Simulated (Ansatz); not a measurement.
System: GeI2.

```yaml
atoms:
  - { symbol: Ge, position_ang: [0.0059, -0.0070, -1.0748] }
  - { symbol: I, position_ang: [2.0094, -0.0198, 0.5487] }
  - { symbol: I, position_ang: [-2.0153, 0.0267, 0.5261] }
```

Geometry: PBE-D4/def2-TZVP; core potentials replace the inner electrons of I.

The calculation used RKS PBE0-D4/def2-TZVP (Ansatz).

### What can the converged electron density and electron localisation function tell about the bonding?

Ge–I (2.58 Å): ρ is about 0.53 e/Å³ halfway; the ELF peaks at about 0.70 in the valence shell of I, 1.3 Å from its nucleus, and is about 0.70 at the midpoint.

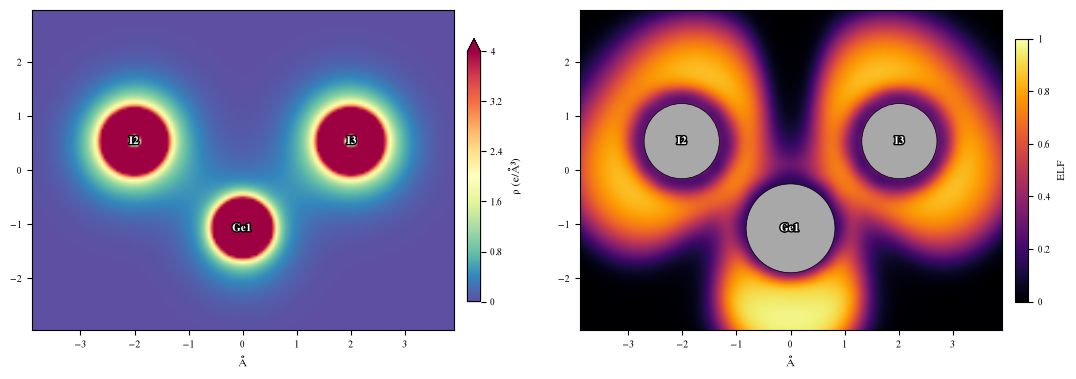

Computed electron density and electron localisation function on the molecular plane, in this order. Grey discs cover the atomic cores in the ELF map. 
